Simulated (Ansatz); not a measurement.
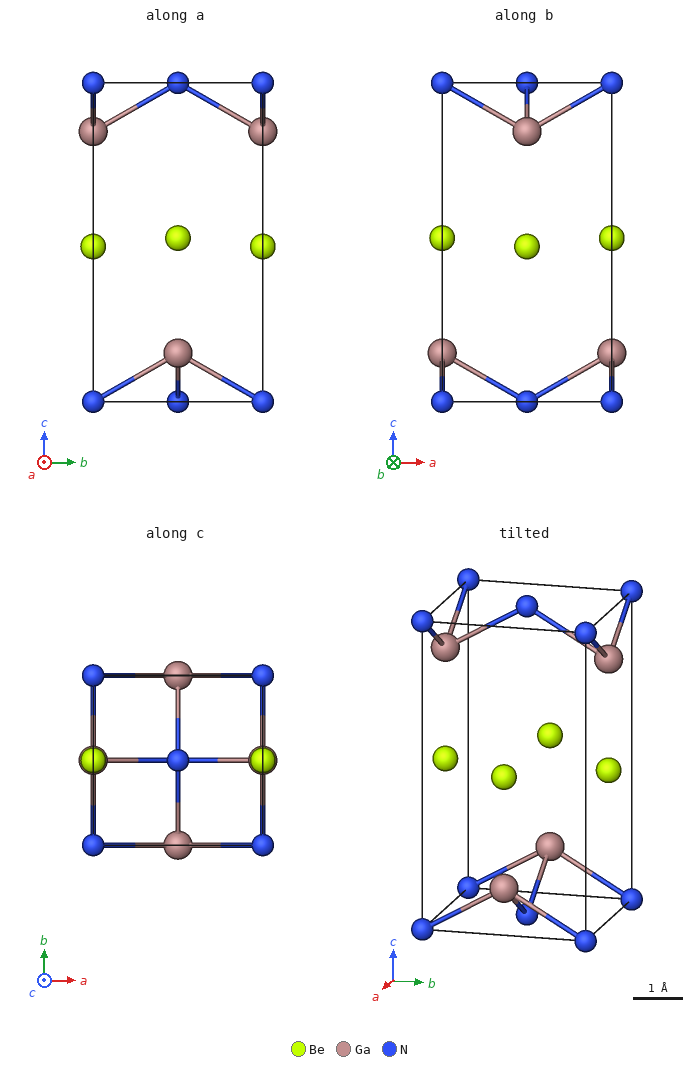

The crystal in a ball-and-stick representation, seen along the a axis, along the b axis, along the c axis and slightly off an axis. The parallelepiped is the conventional unit cell.

Lattice parameters: a = 3.494 Å, b = 3.494 Å, c = 6.565 Å, α = 90.00°, β = 90.00°, γ = 90.00°. Put a along x and b in the xy plane.

### Put the structure into a POSCAR file, with free fractional coordinates to two decimals.

```
Be Ga N
1.0
     3.494    0.000    0.000
     0.000    3.494    0.000
     0.000    0.000    6.565
Be Ga N
2 2 2
Direct
  0.00 0.50 0.51
  0.50 0.00 0.49
  0.50 0.00 0.85
  0.00 0.50 0.15
  0.50 0.50 0.00
  0.00 0.00 0.00
```

The initial geometry was a structure type filled with these elements by a generator (whether the compound takes this form wasn't checked). Earlier steps of the study may have refined or changed the cell and positions. A calculation with Ansatz used it as input.
